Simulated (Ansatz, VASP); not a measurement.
# AlGaAsN in two plane-wave programs, part 2 of 2

Wanted: the spread between two codes on one cell, functional and k mesh. The cell is invented: As first built, before any earlier steps moved the atoms: it takes the AlGaN2 structure with some of its atoms replaced by other elements, volume scaled by an estimate. It may not be a known or stable phase. The cell comes out of the VASP series on this material, whose earlier steps may have relaxed, scaled or displaced it; both programs get it as it stands.

VASP 6.6.1 and Ansatz 0.2.0.

So far: Set-up; Ansatz: band structure, HSE06.

## Step 3: VASP: band structure, HSE06

Level of this step: HSE06; plane waves and PAW (As, Ga_d, Al, N); invented cell (VASP).

The same cell, functional, mesh and smearing now go to VASP, with its own data sets and cutoff.

Lines of VASP's logs that name or quote its potential files are left out, and so is its time.

File INCAR:

```
SYSTEM = AlGaAsN
PREC = Accurate
ENCUT = 520
EDIFF = 1E-06
NELM = 100
ISMEAR = -1
SIGMA = 0.05
LREAL = .FALSE.
ALGO = Normal
LHFCALC = .TRUE.
AEXX = 0.25
GGA = PE
HFSCREEN = 0.2
LASPH = .TRUE.
NBANDS = 19
PRECFOCK = Fast
LORBIT = 11
LWAVE = .FALSE.
LCHARG = .FALSE.
KPAR = 2
```

File POSCAR:

```
AlGaAsN
1.0
    3.5327190379      0.0000000000      0.0000000000
   -1.7663595190      3.0594241788      0.0000000000
    0.0000000000      0.0000000000      6.0245879883
As Ga Al N
1 1 1 1
Direct
    0.0000000000      0.0000000000      0.6321345327
    0.6666666700      0.3333333300      0.4440523102
    0.0000000000      0.0000000000      0.0462720779
    0.6666666700      0.3333333300      0.1139410893
```

File KPOINTS:

```
Automatic mesh
0
Gamma
5 5 3
0 0 0
```

File KPOINTS_OPT:

```
Line mode
6
Line-mode
Reciprocal
  0.00000000   0.00000000   0.00000000 GAMMA
  0.50000000   0.00000000   0.00000000 M

  0.50000000   0.00000000   0.00000000 M
  0.33333333   0.33333333   0.00000000 K

  0.33333333   0.33333333   0.00000000 K
  0.00000000   0.00000000   0.00000000 GAMMA

  0.00000000   0.00000000   0.00000000 GAMMA
  0.00000000   0.00000000   0.50000000 A

  0.00000000   0.00000000   0.50000000 A
  0.50000000   0.00000000   0.50000000 L

  0.50000000   0.00000000   0.50000000 L
  0.33333333   0.33333333   0.50000000 H

  0.33333333   0.33333333   0.50000000 H
  0.00000000   0.00000000   0.50000000 A

  0.50000000   0.00000000   0.50000000 L
  0.50000000   0.00000000   0.00000000 M

  0.33333333   0.33333333   0.00000000 K
  0.33333333   0.33333333   0.50000000 H
```

PAW data sets: As, Ga_d, Al and N (PBE family, release 64).

Started as:

```console
> mpirun -np 2 vasp_std
```

Numbers of over 12 decimals in the logs are rounded to 6 here.

The program printed:

```text
[banner, memory and clock lines left out]
running    2 mpi-ranks, on    1 nodes
 distrk:  each k-point on    1 cores,    2 groups
 distr:  one band on    1 cores,    1 groups

 POSCAR found type information on POSCAR AsGaAlN
 POSCAR found :  4 types and       4 ions
 LDA part: xc-table for (Slater+PW92), standard interpolation
 found WAVECAR, reading the header
 POSCAR, INCAR and KPOINTS ok, starting setup
 FFT: planning ... GRIDC
 FFT: planning ... GRID_SOFT
 FFT: planning ... GRID
 reading WAVECAR
 the WAVECAR file was read successfully
 initial charge from wavefunction
 entering main loop
       N       E                     dE             d eps       ncg     rms          rms(c)
DAV:   1    -0.249147182036E+02   -0.24915E+02   -0.13619E+00   695   0.235E+01    0.711E+00
DAV:   2    -0.249161304882E+02   -0.14123E-02   -0.11698E-01   682   0.638E+00    0.513E+00
DAV:   3    -0.249111079252E+02    0.50226E-02   -0.21712E-02   684   0.237E+00    0.345E+00
DAV:   4    -0.249099945074E+02    0.11134E-02   -0.52013E-03   659   0.561E-01    0.215E+00
DAV:   5    -0.249096754704E+02    0.31904E-03   -0.68205E-04   564   0.169E-01    0.130E+00
DAV:   6    -0.249095602550E+02    0.11522E-03   -0.98392E-05   585   0.102E-01    0.781E-01
DAV:   7    -0.249095167155E+02    0.43539E-04   -0.48416E-05   636   0.661E-02    0.472E-01
DAV:   8    -0.249095035157E+02    0.13200E-04   -0.15484E-05   582   0.283E-02    0.276E-01
DAV:   9    -0.249094986687E+02    0.48470E-05   -0.34536E-06   535   0.134E-02    0.161E-01
DAV:  10    -0.249094972563E+02    0.14124E-05   -0.12886E-06   431   0.769E-03    0.939E-02
DAV:  11    -0.249094968585E+02    0.39784E-06   -0.51408E-07   350   0.643E-03
   1 F= -.24909497E+02 E0= -.24907732E+02  d E =-.352951E-02
 Start KPOINTS_OPT (optional k-point list driver)
k-point batch [1-12\54]
       N       E                     dE             ncg
DAV:   1     0.874688790492E+03   -0.74767E+04      467
DAV:   2    -0.141377279502E+04   -0.22885E+04      475
DAV:   3    -0.171916973000E+04   -0.30540E+03      525
DAV:   4    -0.173695196749E+04   -0.17782E+02      585
DAV:   5    -0.173748292537E+04   -0.53096E+00      625
DAV:   6    -0.173749398248E+04   -0.11057E-01      655
DAV:   7    -0.173749414476E+04   -0.16228E-03      661
DAV:   8    -0.173749414724E+04   -0.24713E-05      537
DAV:   9    -0.173749414735E+04   -0.11156E-06      522
[...]
k-point batch [49-54\54]
       N       E                     dE             ncg
DAV:   1     0.580863386022E+04   -0.55443E+04      228
DAV:   2     0.472241526689E+04   -0.10862E+04      231
DAV:   3     0.459112082829E+04   -0.13129E+03      270
DAV:   4     0.458486996147E+04   -0.62509E+01      277
DAV:   5     0.458470677852E+04   -0.16318E+00      290
DAV:   6     0.458470147183E+04   -0.53067E-02      320
DAV:   7     0.458470136767E+04   -0.10416E-03      312
DAV:   8     0.458470136516E+04   -0.25091E-05      256
DAV:   9     0.458470136507E+04   -0.93627E-07      248
```

Parts of OUTCAR (step 3):

```text
ion  position               nearest neighbor table
   1  0.000  0.000  0.632-   2 2.33   2 2.33   2 2.33   3 2.50
   2  0.667  0.333  0.444-   4 1.99   1 2.33   1 2.33   1 2.33
   3  0.000  0.000  0.046-   4 2.08   4 2.08   4 2.08   1 2.50
   4  0.667  0.333  0.114-   2 1.99   3 2.08   3 2.08   3 2.08

  LATTYP: Found a hexagonal cell.
 ALAT       =     3.5327190379
 C/A-ratio  =     1.7053685628

 Subroutine GETGRP returns: Found  6 space group operations
 (whereof  6 operations were pure point group operations)

The static configuration has the point symmetry C_3v.

 Found     12 irreducible k-points:

   k-points           NKPTS =     12   k-points in BZ     NKDIM =     75   number of bands    NBANDS=     19

   dimension x,y,z NGX =    28 NGY =   28 NGZ =   48
   dimension x,y,z NGXF=    56 NGYF=   56 NGZF=   96

   ENCUT  =  520.0 eV  38.22 Ry    6.18 a.u.   6.57  6.57 11.20*2*pi/ulx,y,z

   NELECT =      26.0000    total number of electrons

 k-points in reciprocal lattice and weights: Automatic mesh
   0.00000000  0.00000000  0.00000000       0.013
   0.20000000  0.00000000  0.00000000       0.080
   0.40000000  0.00000000  0.00000000       0.080
   0.20000000  0.20000000  0.00000000       0.080
   0.40000000  0.20000000  0.00000000       0.080
   0.00000000  0.00000000  0.33333333       0.027
   0.20000000  0.00000000  0.33333333       0.080
   0.00000000  0.20000000  0.33333333       0.080
   0.40000000  0.00000000  0.33333333       0.080
   0.00000000  0.40000000  0.33333333       0.080
   0.20000000  0.20000000  0.33333333       0.160
   0.40000000  0.20000000  0.33333333       0.160

  exchange ACFDT corr.  =         0.00000000  see jH, gK, PRB 81, 115126

 average (electrostatic) potential at core
       1 -44.2312       2 -57.4009       3 -71.9846       4 -58.4754

 E-fermi :   6.5534

 k-point     1 :       0.0000    0.0000    0.0000
  band No.  band energies     occupation
    ...
     10       1.5106      2.00000
     11       3.5424      2.00000
     12       5.2984      2.00000
     13       6.5184      1.33645
     14       6.5184      1.33643
     15      10.4189      0.00000
     16      11.8371      0.00000
     17      11.8371      0.00000
     18      12.1862      0.00000
     19      13.5556      0.00000

 k-point     2 :       0.2000    0.0000    0.0000
  band No.  band energies     occupation
    ...
      9      -0.1097      2.00000
     10       1.1948      2.00000
     11       3.0455      2.00000
     12       3.4861      2.00000
     13       5.6004      2.00000
     14       6.8290      0.00804
     15       9.9724      0.00000
     16      11.3784      0.00000
     17      12.0315      0.00000
     18      12.5335      0.00000
    ...

 k-point     3 :       0.4000    0.0000    0.0000
  band No.  band energies     occupation
    ...
      9      -1.1504      2.00000
     10      -0.0053      2.00000
     11       0.7408      2.00000
     12       2.2654      2.00000
     13       4.5930      2.00000
     14       7.7009      0.00000
     15       9.0913      0.00000
     16       9.7569      0.00000
     17      11.6548      0.00000
     18      12.0997      0.00000
    ...

  energy-cutoff  :      520.00
  volume of cell :       65.11
      direct lattice vectors                 reciprocal lattice vectors
     3.532719038  0.000000000  0.000000000     0.283068081  0.163429446  0.000000000
    -1.766359519  3.059424179  0.000000000     0.000000000  0.326858893  0.000000000
     0.000000000  0.000000000  6.024587988     0.000000000  0.000000000  0.165986454

 POSITION                                       TOTAL-FORCE (eV/Angst)
 -----------------------------------------------------------------------------------
      0.00000      0.00000      3.80835         0.000000     -0.000000     -0.284875
      1.76636      1.01981      2.67523         0.000000     -0.000000      0.316206
      0.00000      0.00000      0.27877         0.000000     -0.000000     -0.307301
      1.76636      1.01981      0.68645        -0.000000      0.000000      0.275970
 -----------------------------------------------------------------------------------
    total drift:                               -0.000016      0.000003      0.000615

  FREE ENERGIE OF THE ION-ELECTRON SYSTEM (eV)
  ---------------------------------------------------
  free  energy   TOTEN  =       -24.9094968585 eV

  energy  without entropy=      -24.9059673518  energy(sigma->0) =      -24.90773211

 total charge
# of ion       s       p       d       tot
------------------------------------------
    1        1.218   1.773   0.040   3.031
    2        0.829   0.954  10.086  11.869
    3        0.397   0.322   0.000   0.719
    4        1.231   2.427   0.000   3.657
--------------------------------------------------
tot          3.674   5.475  10.127  19.276

[... 3 further parts left out ...]
```

## Step 4: Side by side

Known differences besides the PAW data sets themselves: exact exchange at q = 0 is treated differently, which shows on coarse meshes; VASP keeps PBE cores, Ansatz makes them for the functional; the data sets hold 36 valence electrons in Ansatz (default PAW (the set named soft_2) files) and 26 in VASP; the cutoff is 420 eV in Ansatz and 520 eV in VASP; VASP takes a coarser grid for exact exchange (PRECFOCK = Fast). Total energies have different zeros and are not compared.

Forces (eV/Å; atoms numbered as in POSCAR):

```csv
atom,"Ansatz x, y, z","VASP x, y, z"
As1,"0.000, 0.000, -0.265","0.000, 0.000, -0.285"
Ga2,"0.000, 0.000, 0.273","0.000, 0.000, 0.316"
Al3,"0.000, 0.000, -0.278","0.000, 0.000, -0.307"
N4,"0.000, 0.000, 0.270","0.000, 0.000, 0.276"
```

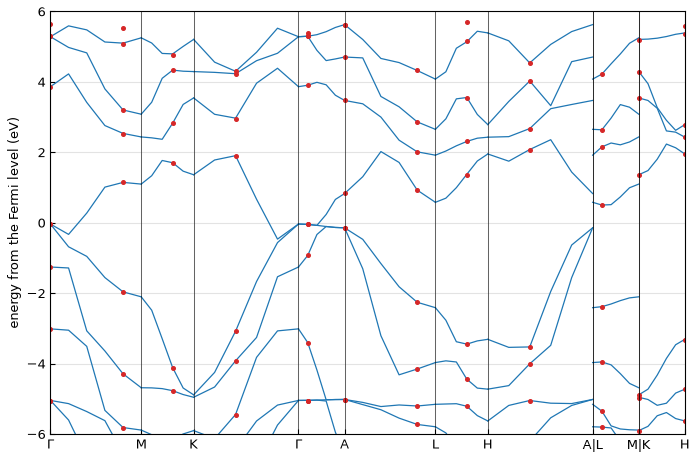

Bands from VASP (lines) and levels from Ansatz (dots). Dots without a line are higher empty bands that the VASP plot leaves out.

The forces differ by 16 meV/Å r.m.s., which is 9.4 % of the r.m.s. force of 0.17 eV/Å (both taken over all components). Levels from 3 eV below to 2 eV above the Fermi level differ by 9 meV r.m.s. and 17 meV at most; each VASP level is matched to the nearest of Ansatz, which flatters the figure a little.

## Step 5: What moves the difference

The difference is large enough to ask for its cause, so further runs change the set-up of one program at a time, as the table lists.

```csv
run,r.m.s. force difference (meV/Å)
as above,16
"cores kept as stored, as VASP does",16
norm-conserving potentials (cutoff 1240 eV),141
```

## Step 6: What came out

* r.m.s. force difference (band structure, HSE06): 16 meV/Å

**Reading.** The r.m.s. force difference is 16 meV/Å (band structure, HSE06), beyond the 12 meV/Å picked in this series as the mark of a large difference. For band structure, HSE06: no further run halves the r.m.s. force difference (one raises it to 141 meV/Å); only Ansatz's side was varied. 1 further run on this material is not shown. Differences of this kind measure data sets and numerical settings, not the functional's error against experiment.

[Lines on the potential files, build, host, timing and source positions are cut from VASP's logs without a mark.]

[Logs are printed without paths, hosts, clocks, repeated set-up lines and the standing remarks that a program may print on its own settings, such as how far it seeks lower states.]

[Hosts, paths, dates, database ids (printed as entryN), source tags and the programs' standing remarks are cut or masked in the printed files.]
